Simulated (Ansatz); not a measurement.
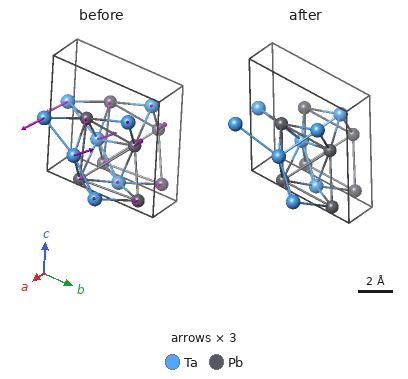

The structure of solid TaPb (a generated structure, set up in P1) (coarse preliminary run) before (left) and after (right) a relaxation, at one scale. The purple arrows give the displacements (the part carried along by the change of the cell is left out), magnified 3 times.

A ball-and-stick model of the cell of the calculation, repeated 2 × 1 × 1 with one cell outlined, seen slightly off an axis.

These are results of DFT PBE, scalar-relativistic, plane waves, PAW (Ansatz), not measurements. Set-up: plane-wave cutoff 420 eV; k-point mesh 4 × 4 × 4; occupations gaussian; smearing width 0.1 eV; no spin polarisation; cell and atoms relaxed; force threshold 0.04 eV/Å; at most 70 steps.

Summarise the run.

The atom that moves furthest relative to the cell is a Ta atom (0.52 Å roughly along [0 −1 −1]). Largest moves by element: Ta 0.52 Å, Pb 0.41 Å. The drawn cell changes as follows: a 4.713 → 5.238 Å (+11.1 %), b 6.834 → 6.542 Å (−4.3 %), c 6.834 → 6.602 Å (−3.4 %), α 110.6° → 119.7°, β 100.7° → 99.0°, γ 100.9° → 99.9°; the volume changes by −4.5 %. Some distances before and after: Ta–Ta 3.850 → 2.776 Å, Ta–Ta 3.774 → 2.772 Å, Pb–Pb 3.980 → 3.312 Å, Pb–Pb 3.944 → 3.308 Å. New bonds form: Ta–Ta (3.77 → 2.77 Å), Ta–Ta (3.85 → 2.78 Å). The space group stays P1 (No. 1). The energy falls by 1.885 eV per cell of the calculation in 9 accepted moves (13 points after the start). The largest force component goes from 0.44 to 0.026 eV/Å. The pressure goes from 0.32 to −0.06 GPa. The line search rejected the trial steps at points 7, 10, 11 of the run. At 1 point the geometry stayed and the basis and grid were re-selected for the new cell (energy shift of 4.0 meV per cell of the calculation at most each time).
